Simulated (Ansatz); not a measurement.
## Electronic structure of H$_{4}$O$_{3}$SZr in real space

```yaml
atoms:
  - { symbol: O, position_ang: [-0.2072, 1.7638, 1.7001] }
  - { symbol: O, position_ang: [-1.7939, -0.3484, 3.4738] }
  - { symbol: O, position_ang: [-0.4736, -1.1737, 0.7014] }
  - { symbol: S, position_ang: [-3.4947, 0.7769, 0.6299] }
  - { symbol: Zr, position_ang: [-1.3296, 0.2127, 1.7069] }
  - { symbol: H, position_ang: [0.3703, 2.5236, 1.7432] }
  - { symbol: H, position_ang: [-1.8789, -0.6478, 4.3778] }
  - { symbol: H, position_ang: [-0.0368, -1.8892, 0.2432] }
  - { symbol: H, position_ang: [-2.8938, 1.1342, -0.5298] }
```

Geometry: PBE0-D4/def2-SVP; core potentials replace the inner electrons of Zr.

Computed with isolated molecule in a Gaussian basis; Kohn-Sham density functional theory, functional PBE0 in Ansatz.

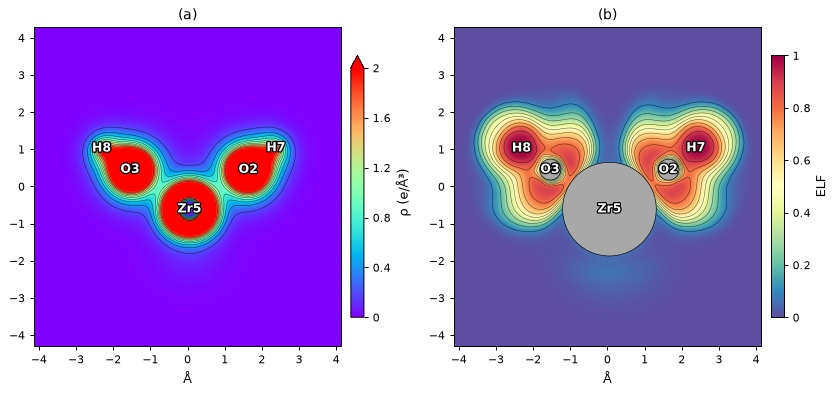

Figure 1. (a) electron density; (b) electron localisation function on the plane of atoms O2, Zr5 and O3. Grey discs cover the atomic cores in the ELF map.

Q: Describe what can be read from this map.

A:
- Atoms in the plane: O, Zr and H.
- Zr–O (1.91 Å): the density is about 0.93 e/Å³ at the midpoint; the ELF peaks at about 0.80 in the valence shell of O, 0.5 Å from its nucleus, and drops to about 0.20 between the two atoms.
- O–H (0.96 Å): ρ at the midpoint is about 3.8 e/Å³; the ELF climbs to about 1 towards the hydrogen, as it does in any bond to H (an ordinary covalent bond to hydrogen).

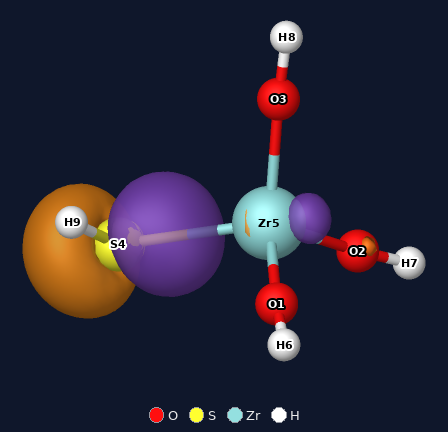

Figure 2. The HOMO−1 at ±0.2 Å⁻³ᐟ² (orange and purple are the two phases), seen at a tilt.

Q: Describe this orbital and give its energy.

A: It lies mainly on S4 (about 75 %) and Zr5 (about 15 %); largely a lone pair of S4. Its energy is −7.96 eV.
